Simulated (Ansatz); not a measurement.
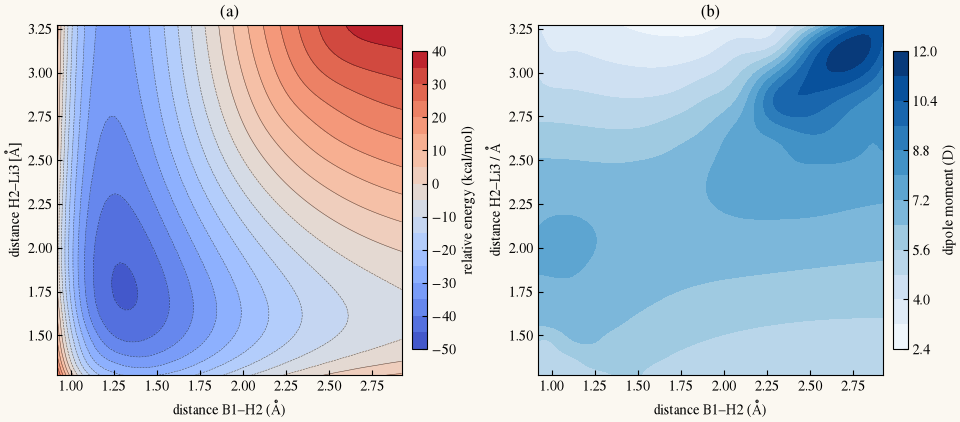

The system B + HLi, spin multiplicity 2. 
- First axis: distance B1–H2. Second axis: distance H2–Li3.
- Nothing is relaxed (the angle B1–H2–Li3 is fixed at 90 degrees).
- Grid: 13 × 13 points.
- Energies: kcal/mol, counted from B far from the relaxed HLi (each part in its own basis).
- In part of the range the unrestricted reference is strongly spin-contaminated.
- All numbers below come from UHF-CCSD(T), frozen core/def2-TZVPD in Ansatz 0.2.0.

Panel (a) is the energy and panel (b) the computed dipole moment on the same grid.

Drawn: filled contours. Between grid points the surface is interpolated.

### How does the dipole moment vary over the map, and what is it at the lowest grid point?

Leaving out the highest fifth of the energies, it runs from 2.9 D at distance B1–H2 = 1.732 Å, distance H2–Li3 = 3.272 Å to 7.6 D at distance B1–H2 = 2.101 Å, distance H2–Li3 = 2.453 Å. At the lowest grid point, distance B1–H2 = 1.250 Å, distance H2–Li3 = 1.751 Å, it is 7.0 D.

```csv
"distance H2–Li3 ↓, distance B1–H2 →",0.920,0.999,1.115,1.250,1.399,1.561,1.732,1.912,2.101,2.296,2.498,2.706,2.920
3.272,4.0,3.5,3.5,3.4,3.2,3.0,2.9,3.0,3.4,4.0,5.5,9.1,10.3
3.058,4.7,4.3,4.2,4.1,3.9,3.9,3.9,4.3,5.1,6.6,10.1,11.6,9.7
2.850,5.1,5.0,5.0,4.9,4.8,4.8,5.1,5.6,6.7,9.7,10.3,9.4,8.2
2.648,5.9,5.9,5.8,5.7,5.7,5.8,6.1,6.6,7.6,8.2,8.8,8.4,8.1
2.453,6.6,6.6,6.6,6.5,6.5,6.6,6.7,7.2,7.6,7.9,7.9,7.9,7.8
2.264,7.0,7.1,7.1,7.0,6.9,6.9,7.0,7.2,7.4,7.5,7.4,7.3,7.2
2.084,7.2,7.3,7.3,7.2,7.1,7.0,6.9,7.0,7.0,7.0,6.9,6.9,6.8
1.913,7.2,7.3,7.3,7.2,7.0,6.8,6.7,6.6,6.6,6.5,6.5,6.4,6.4
1.751,7.1,7.1,7.1,7.0,6.8,6.6,6.4,6.3,6.2,6.1,6.0,6.0,6.0
1.602,6.8,6.9,6.9,6.7,6.5,6.3,6.1,5.9,5.8,5.7,5.6,5.6,5.6
1.467,5.6,5.6,6.3,6.4,6.2,5.9,5.7,5.6,5.4,5.4,5.3,5.3,5.3
1.351,5.3,5.4,5.4,6.0,5.9,5.7,5.5,5.3,5.1,5.1,5.0,5.0,5.0
1.272,5.1,5.1,5.1,5.1,5.7,5.5,5.3,5.1,5.0,4.9,4.8,4.9,4.9
```
